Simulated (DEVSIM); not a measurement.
Device: Au/HfO2/SiO2/p-Si capacitor, at 300 K.

| layer (left to right) | material | thickness (nm) | Na (cm⁻³) |
|---|---|---|---|
| 1 | HfO2 | 2.60 | - |
| 2 | SiO2 | 0.540 | - |
| 3 | Si | 8600 | 9e14 |

Metal gate on the left, work function 5.1 eV. Fixed charge at the semiconductor interface 2.1e10 cm⁻² (in units of +e); no interface traps.

The device is made up for the run: typed textbook-type constants, with dimensions and the other settings drawn at random. Values at 300 K.

| parameter | HfO2 | SiO2 | Si |
|---|---|---|---|
| gap (eV) | 5.7 | 9 | 1.124 |
| affinity (eV) | 2.5 | 0.9 | 4.05 |
| permittivity | 22 | 3.9 | 11.7 |
| Nc (cm⁻³) | - | - | 2.86e19 |
| Nv (cm⁻³) | - | - | 3.1e19 |

DEVSIM, 1D Poisson equation in equilibrium, Boltzmann statistics, complete ionisation; no quantum confinement or tunnelling. Metal contacts follow the ideal Schottky-Mott rule: no Fermi-level pinning, no interface dipoles.

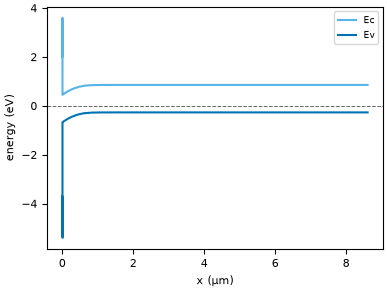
Figure: Band edges at 0.6 V on the gate

Energies count from the Fermi level of the right contact; mesh points crowd at the junctions.

```json
[
 {"x (μm)": "0.000", "Ec (eV)": "2.000", "Ev (eV)": "-3.700", "n (cm⁻³)": "< 1e2", "p (cm⁻³)": "< 1e2", "field (V/cm)": "3700"},
 {"x (μm)": "0.001032", "Ec (eV)": "2.000", "Ev (eV)": "-3.700", "n (cm⁻³)": "< 1e2", "p (cm⁻³)": "< 1e2", "field (V/cm)": "3700"},
 {"x (μm)": "0.002063", "Ec (eV)": "2.001", "Ev (eV)": "-3.699", "n (cm⁻³)": "< 1e2", "p (cm⁻³)": "< 1e2", "field (V/cm)": "3700"},
 {"x (μm)": "0.002853", "Ec (eV)": "3.602", "Ev (eV)": "-5.399", "n (cm⁻³)": "< 1e2", "p (cm⁻³)": "< 1e2", "field (V/cm)": "21000"},
 {"x (μm)": "0.004189", "Ec (eV)": "0.453", "Ev (eV)": "-0.671", "n (cm⁻³)": "7.0e11", "p (cm⁻³)": "1.7e8", "field (V/cm)": "10000"},
 {"x (μm)": "0.007135", "Ec (eV)": "0.456", "Ev (eV)": "-0.668", "n (cm⁻³)": "6.2e11", "p (cm⁻³)": "1.9e8", "field (V/cm)": "10000"},
 {"x (μm)": "0.01401", "Ec (eV)": "0.463", "Ev (eV)": "-0.661", "n (cm⁻³)": "4.7e11", "p (cm⁻³)": "2.4e8", "field (V/cm)": "10000"},
 {"x (μm)": "0.03879", "Ec (eV)": "0.488", "Ev (eV)": "-0.636", "n (cm⁻³)": "1.8e11", "p (cm⁻³)": "6.3e8", "field (V/cm)": "9700"},
 {"x (μm)": "0.08786", "Ec (eV)": "0.534", "Ev (eV)": "-0.590", "n (cm⁻³)": "3.1e10", "p (cm⁻³)": "3.8e9", "field (V/cm)": "9100"},
 {"x (μm)": "0.2024", "Ec (eV)": "0.628", "Ev (eV)": "-0.496", "n (cm⁻³)": "8.0e8", "p (cm⁻³)": "1.5e11", "field (V/cm)": "7500"},
 {"x (μm)": "0.4696", "Ec (eV)": "0.778", "Ev (eV)": "-0.346", "n (cm⁻³)": "2400000", "p (cm⁻³)": "4.8e13", "field (V/cm)": "3800"},
 {"x (μm)": "1.482", "Ec (eV)": "0.854", "Ev (eV)": "-0.270", "n (cm⁻³)": "130000", "p (cm⁻³)": "9.0e14", "field (V/cm)": "≈ 0"},
 {"x (μm)": "3.456", "Ec (eV)": "0.854", "Ev (eV)": "-0.270", "n (cm⁻³)": "130000", "p (cm⁻³)": "9.0e14", "field (V/cm)": "≈ 0"},
 {"x (μm)": "6.267", "Ec (eV)": "0.854", "Ev (eV)": "-0.270", "n (cm⁻³)": "130000", "p (cm⁻³)": "9.0e14", "field (V/cm)": "≈ 0"},
 {"x (μm)": "7.841", "Ec (eV)": "0.854", "Ev (eV)": "-0.270", "n (cm⁻³)": "130000", "p (cm⁻³)": "9.0e14", "field (V/cm)": "≈ 0"},
 {"x (μm)": "8.277", "Ec (eV)": "0.854", "Ev (eV)": "-0.270", "n (cm⁻³)": "130000", "p (cm⁻³)": "9.0e14", "field (V/cm)": "≈ 0"},
 {"x (μm)": "8.464", "Ec (eV)": "0.854", "Ev (eV)": "-0.270", "n (cm⁻³)": "130000", "p (cm⁻³)": "9.0e14", "field (V/cm)": "≈ 0"},
 {"x (μm)": "8.544", "Ec (eV)": "0.854", "Ev (eV)": "-0.270", "n (cm⁻³)": "130000", "p (cm⁻³)": "9.0e14", "field (V/cm)": "≈ 0"},
 {"x (μm)": "8.585", "Ec (eV)": "0.854", "Ev (eV)": "-0.270", "n (cm⁻³)": "130000", "p (cm⁻³)": "9.0e14", "field (V/cm)": "≈ 0"},
 {"x (μm)": "8.596", "Ec (eV)": "0.854", "Ev (eV)": "-0.270", "n (cm⁻³)": "130000", "p (cm⁻³)": "9.0e14", "field (V/cm)": "≈ 0"},
 {"x (μm)": "8.601", "Ec (eV)": "0.854", "Ev (eV)": "-0.270", "n (cm⁻³)": "130000", "p (cm⁻³)": "9.0e14", "field (V/cm)": "≈ 0"},
 {"x (μm)": "8.603", "Ec (eV)": "0.854", "Ev (eV)": "-0.270", "n (cm⁻³)": "130000", "p (cm⁻³)": "9.0e14", "field (V/cm)": "≈ 0"}
]
```
